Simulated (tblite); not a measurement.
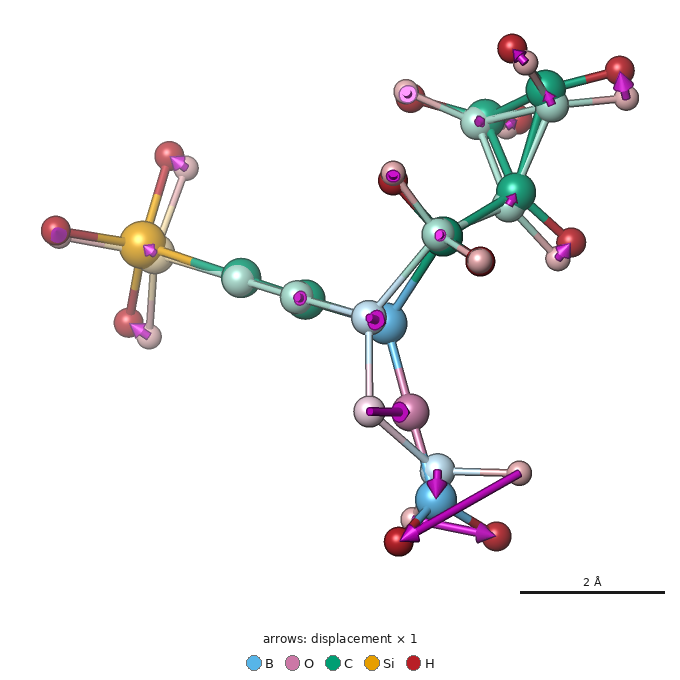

This is a relaxation of C6H12B2OSi. The starting structure is drawn faded, the final one solid; purple arrows show the displacements, at their true length. The two geometries are superimposed by the best rigid fit.

A ball-and-stick model, seen at a tilt.

Computed with GFN2-xTB geometry optimisation, gas phase in tblite. 

Q: Atoms of which element are displaced furthest, and by how much?

A: Hydrogen: up to 2.07 Å, against 0.95 Å for oxygen.

Q: Describe the change and its energy.

A: The atom that moves furthest after the best rigid fit is an H atom (2.07 Å). Largest moves by element: H 2.07 Å, O 0.95 Å, B 0.45 Å, C 0.24 Å, Si 0.23 Å. Among the contacts that change: B–O 1.468 → 1.306 Å, B–O 1.450 → 1.295 Å, C–Si 1.816 → 1.847 Å, C–H 1.108 → 1.079 Å. Among the angles between lasting bonds that change: B–O–B 106.8° → 178.4°, H–C–H 122.5° → 113.6°, H–C–H 122.3° → 113.5°. Over 124 geometry steps the energy falls by 1.831 eV.
